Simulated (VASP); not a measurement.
Band structure of Ni (relaxed from the diamond structure, space group Fd-3m). Calculation: r2SCAN meta-GGA, VASP's PBE PAW potentials (set 64) (plane waves; VASP 6.6.1).

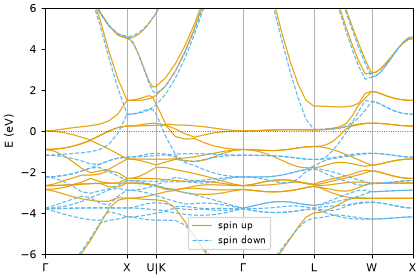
*Bands along high-symmetry lines, zero at the valence-band maximum or, without a gap, the Fermi level*

Question: Read the plot: is there a gap, and where are the band edges?

Answer: It has no gap at this level: it comes out as a metal or semimetal.

The structure was generated: Ni was put into the diamond type (Fd-3m), which need not be its known phase. It was relaxed first, which changed the volume by +30 %.
